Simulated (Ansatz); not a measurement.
**BH₃+ (doublet): one geometry, many settings at distance B1–H2 = 4.270 Å**

Aim: run BH₃+ (doublet) at one geometry under a spread of methods and options, and see what each costs and gives.

The runs use Ansatz 0.2.0, Gaussian basis; the settings change from run to run.

16 further runs of the same task are left out: 12 that didn't finish, 4 set aside as unsound or not needed.

## 1. The system

The geometry derives from a PBE0/def2-TZVP stationary point (not a proven minimum). One bond is set to the value named and the two fragments are kept rigid.

4 atoms, charge 1, spin multiplicity 2.

Atoms are counted from 1 here; the program's logs count them from 0.

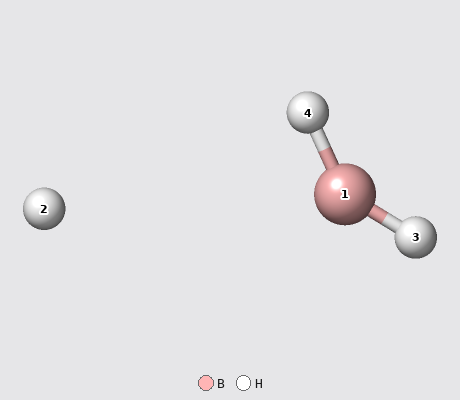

The geometry (boron pink, hydrogen white); atoms are numbered from 1 in the order of the file.

## 2. MRCISD+Q(3,4)/def2-mTZVP

Input file in.yaml:

```yaml
crystal:
  periodic: [false, false, false]
  atoms:
    - {symbol: B, position_ang: [0.000000, -0.122729, 0.248483]}
    - {symbol: H, position_ang: [0.000000, 2.279609, -3.281626]}
    - {symbol: H, position_ang: [0.000000, -0.122729, 1.422697]}
    - {symbol: H, position_ang: [0.000000, -0.840513, -0.806263]}
basis:
  gaussian: {orbitals: def2-mTZVP, fitting: {mean_field: def2-universal-jkfit}}
total_charge: 1
magnetization: {spin_polarized: false, initial_magnetization: 1}
correlation: {method: fic_mrcisd_q, electrons: outside_noble_gas, active_space: {window: {electrons: 3, orbitals: 4}}}
scf: {lower_state_search: full}
```

The run is started by

```console
$ ansatz run in.yaml --threads 1 --pin off --events-out ev --progress --plain --max-ram 2393MiB
```

Output (excerpt; [...] marks lines left out):

```text
Functional definition: HF
  name "HF"
  cite "Fock, Z. Phys. 61, 126 (1930) doi:10.1007/BF01340294"
  parent pbe
[...]
129 factors; integrals over basis functions are off by at most 1.4e0 eV
[...]
mean field -706.23237226 eV, -25.9535609792 hartree, gradient 5.2e-7 eV, S^2 0.750000; 4 other end points of the search recorded, 0 dependent functions left out
reference -706.23237226 eV, -25.9535609792 hartree; 4, 3 occupied and 24, 25 virtual orbitals, 129 factors
state -706.84328659 eV, -25.9760116664 hartree
contracted CI cycle   1: correlation 0.00000000 eV, 0.0000000000 hartree, residual 8.64e0 eV
contracted CI cycle   2: correlation -1.10774413 eV, -0.0407088459 hartree, residual 2.00e0 eV
contracted CI cycle   3: correlation -1.17055881 eV, -0.0430172429 hartree, residual 7.08e-1 eV
contracted CI cycle   4: correlation -1.17964545 eV, -0.0433511708 hartree, residual 3.23e-1 eV
contracted CI cycle   5: correlation -1.18145177 eV, -0.0434175516 hartree, residual 1.46e-1 eV
contracted CI cycle   6: correlation -1.18182621 eV, -0.0434313121 hartree, residual 6.78e-2 eV
contracted CI cycle   7: correlation -1.18191012 eV, -0.0434343958 hartree, residual 2.85e-2 eV
contracted CI cycle   8: correlation -1.18192310 eV, -0.0434348727 hartree, residual 1.09e-2 eV
contracted CI cycle   9: correlation -1.18192481 eV, -0.0434349358 hartree, residual 4.06e-3 eV
contracted CI cycle  10: correlation -1.18192505 eV, -0.0434349445 hartree, residual 1.47e-3 eV
contracted CI cycle  11: correlation -1.18192508 eV, -0.0434349456 hartree, residual 5.22e-4 eV
state -706.84328659 eV, -25.9760116664 hartree; corrected -708.05600313 eV, -26.0205781774 hartree
Total energy: -708.05600313 eV, -26.0205781774 hartree
```

Wall time 0.39 s (1 thread of Arm Neoverse V1, shared host).

From the report: 24 determinants; active occupations 1.97, 1.00, 0.03, 0.01.

## 3. CCSD(T) on UHF/cc-pVDZ

Input file in.yaml:

```yaml
crystal:
  periodic: [false, false, false]
  atoms:
    - {symbol: B, position_ang: [0.000000, -0.122729, 0.248483]}
    - {symbol: H, position_ang: [0.000000, 2.279609, -3.281626]}
    - {symbol: H, position_ang: [0.000000, -0.122729, 1.422697]}
    - {symbol: H, position_ang: [0.000000, -0.840513, -0.806263]}
basis:
  gaussian: {orbitals: cc-pVDZ}
total_charge: 1
magnetization: {spin_polarized: true, initial_magnetization: 1}
correlation: {method: ccsd_t, electrons: all}
```

Launched as before.

Output (excerpt; [...] marks lines left out):

```text
Functional definition: HF
  name "HF"
  cite "Fock, Z. Phys. 61, 126 (1930) doi:10.1007/BF01340294"
  parent pbe
[...]
261 factors; integrals over basis functions are off by at most 1.4e-3 eV
[...]
mean field -706.17886921 eV, -25.9515947784 hartree, gradient 2.2e-6 eV, S^2 0.750000; 0 other end points of the search recorded, 0 dependent functions left out
reference -706.17886921 eV, -25.9515947784 hartree; 4, 3 occupied and 25, 26 virtual orbitals, 261 factors
second order -1.58032469 eV of doubles, -0.00000000 eV of singles
cycle   1  -1.93859467 eV  change   -3.6e-1 eV  update   4.2e-2
[...]
cycle   9  -2.09051022 eV  change   -3.0e-6 eV  update   2.9e-6
perturbative correction -0.02108649 eV, -0.0007749141 hartree
Total energy: -708.29046592 eV, -26.0291945261 hartree
```

Run time: 0.39 s. Hardware: 1 thread of Arm Neoverse V1, shared host.

From the report: ⟨S²⟩ of the determinant 0.750 (pure doublet: 0.75); correlation -2.1116 eV; T1 0.006; largest double amplitude 0.06.

## 4. HF/cc-pVDZ

in.yaml, as its differences from that of step 3:

```diff
@@ -11,2 +11,4 @@
 magnetization: {spin_polarized: true, initial_magnetization: 1}
-correlation: {method: ccsd_t, electrons: all}
+hamiltonian: {xc: hf}
+accuracy: high
+output: {forces: true, orbitals: {seedname: orbitals}}
```

Launched as before.

Output (excerpt; [...] marks lines left out):

```text
Functional definition: HF
  name "HF"
  cite "Fock, Z. Phys. 61, 126 (1930) doi:10.1007/BF01340294"
  parent pbe
[...]
535 factors; integrals over basis functions are off by at most 3.2e-9 eV
[...]
mean field -706.17887028 eV, -25.9515948175 hartree, gradient 2.9e-8 eV, S^2 0.750000; 0 other end points of the search recorded, 0 dependent functions left out
[...]
reference -706.17887028 eV, -25.9515948175 hartree; 4, 3 occupied and 25, 26 virtual orbitals, 535 factors
Total energy: -706.17887028 eV, -25.9515948175 hartree
Atom 0 at     0.000000    -0.122729     0.248483 Å, force    -0.000000    -3.330481    -1.433561 eV/Å
Atom 1 at     0.000000     2.279609    -3.281626 Å, force    -0.000000    -0.003694     0.006447 eV/Å
Atom 2 at     0.000000    -0.122729     1.422697 Å, force     0.000000     1.193134     0.229389 eV/Å
Atom 3 at     0.000000    -0.840513    -0.806263 Å, force    -0.000000     2.141041     1.197725 eV/Å
Dipole moment:    -0.000000    -0.178093     0.390087 e Å
```

Run time: 0.21 s. Hardware: 1 thread of Arm Neoverse V1, shared host.

From the report: ⟨S²⟩ of the determinant 0.750 (pure doublet: 0.75).

## 5. CCSDT(Q) on UHF/def2-SVP

in.yaml, as its differences from that of step 4:

```diff
@@ -8,7 +8,6 @@
 basis:
-  gaussian: {orbitals: cc-pVDZ}
+  gaussian: {orbitals: def2-SVP}
 total_charge: 1
 magnetization: {spin_polarized: true, initial_magnetization: 1}
-hamiltonian: {xc: hf}
-accuracy: high
-output: {forces: true, orbitals: {seedname: orbitals}}
+correlation: {method: ccsdt_q, electrons: outside_noble_gas}
+scf: {lower_state_search: off}
```

Launched as before.

Output (excerpt; [...] marks lines left out):

```text
Functional definition: HF
  name "HF"
  cite "Fock, Z. Phys. 61, 126 (1930) doi:10.1007/BF01340294"
  parent pbe
[...]
472 factors; integrals over basis functions are off by at most 2.6e-7 eV
[...]
mean field -705.53502998 eV, -25.9279341230 hartree, gradient 3.5e-6 eV, S^2 0.750000; 0 other end points of the search recorded, 0 dependent functions left out
1 core orbitals not correlated: weight in the atoms' cores, before any rotation towards them, 1.000 or more for the frozen orbitals, at most 0.000 for the correlated occupied ones
reference -705.53502998 eV, -25.9279341230 hartree; 3, 2 occupied and 25, 26 virtual orbitals, 472 factors
second order -1.56575820 eV of doubles, -0.00000000 eV of singles
cycle   1  -1.91618603 eV  change   -3.5e-1 eV  update   4.3e-2
[...]
cycle  13  -2.08957160 eV  change    3.8e-7 eV  update   4.5e-7
perturbative correction -0.00038570 eV, -0.0000141744 hartree
Total energy: -707.62498729 eV, -26.0047386374 hartree
Checks for a lower state left out: stability, starts, cluster_reference, orbital_swaps, neighbouring_geometries, increment
```

Wall time 2.7 s (1 thread of Arm Neoverse V1, shared host).

From the report: ⟨S²⟩ of the determinant 0.750 (pure doublet: 0.75); correlation -2.0900 eV; T1 0.008; largest double amplitude 0.06.

## 6. BCCD on UHF/def2-TZVP

in.yaml, as its differences from that of step 5:

```diff
@@ -8,6 +8,7 @@
 basis:
-  gaussian: {orbitals: def2-SVP}
+  gaussian: {orbitals: def2-TZVP}
 total_charge: 1
 magnetization: {spin_polarized: true, initial_magnetization: 1}
-correlation: {method: ccsdt_q, electrons: outside_noble_gas}
-scf: {lower_state_search: off}
+correlation: {method: bccd, electrons: outside_noble_gas}
+accuracy: high
+output: {forces: true}
```

The command is unchanged.

Output (excerpt; [...] marks lines left out):

```text
Functional definition: HF
  name "HF"
  cite "Fock, Z. Phys. 61, 126 (1930) doi:10.1007/BF01340294"
  parent pbe
[...]
753 factors; integrals over basis functions are off by at most 3.6e-9 eV
[...]
mean field -706.36990429 eV, -25.9586151881 hartree, gradient 1.5e-8 eV, S^2 0.750000; 0 other end points of the search recorded, 0 dependent functions left out
1 core orbitals not correlated: weight in the atoms' cores, before any rotation towards them, 1.000 or more for the frozen orbitals, at most 0.000 for the correlated occupied ones
reference -706.36990429 eV, -25.9586151881 hartree; 3, 2 occupied and 45, 46 virtual orbitals, 753 factors
second order -1.79124504 eV of doubles, -0.00000000 eV of singles
cycle   1  -2.14257877 eV  change   -3.5e-1 eV  update   4.2e-2
[...]
cycle  23  -2.29008364 eV  change   6.3e-11 eV  update  3.7e-10
[...]
Total energy: -708.65998794 eV, -26.0427742097 hartree
Atom 0 at     0.000000    -0.122729     0.248483 Å, force     0.000000    -3.042674    -1.292071 eV/Å
Atom 1 at     0.000000     2.279609    -3.281626 Å, force    -0.000000    -0.005120     0.008606 eV/Å
Atom 2 at     0.000000    -0.122729     1.422697 Å, force     0.000000     1.097572     0.209596 eV/Å
Atom 3 at     0.000000    -0.840513    -0.806263 Å, force    -0.000000     1.950222     1.073869 eV/Å
Dipole moment:    -0.000000    -0.192056     0.390636 e Å
```

Run time: 6.5 s. Hardware: 1 thread of Arm Neoverse V1, shared host; peak memory 0.32 GiB.

From the report: ⟨S²⟩ of the determinant 0.750 (pure doublet: 0.75); correlation -2.2901 eV; largest double amplitude 0.06.

## 7. All runs side by side

Where basis and cores are those of an earlier FCI/cc-pVDZ run (-708.2643 eV), and the state is the same kind, the miss against it is given.

```csv
level,correlated,functions,energy (eV),from FCI (meV),time
"MRCISD+Q(3,4)/def2-mTZVP",outside noble gas,28,-708.0560,,0.39 s
CCSD(T) on UHF/cc-pVDZ,all,29,-708.2905,,0.39 s
HF/cc-pVDZ,,29,-706.1789,2085.4,0.21 s
CCSDT(Q) on UHF/def2-SVP,outside noble gas,29,-707.6250,,2.7 s
BCCD on UHF/def2-TZVP,outside noble gas,49,-708.6600,,6.5 s
```

## 8. What came out

| quantity | value |
| --- | --- |
| runs | 5 |
| quickest | HF/cc-pVDZ, 0.21 s |
| slowest | BCCD on UHF/def2-TZVP, 6.5 s |

What this shows: Total energies in different bases, with other cores or another treatment of relativity can't be set against each other. BCCD on UHF/def2-TZVP took 31 times as long as HF/cc-pVDZ; the jobs differ in more than the method. Hartree-Fock, CASSCF and CASCI lack dynamic correlation by design.
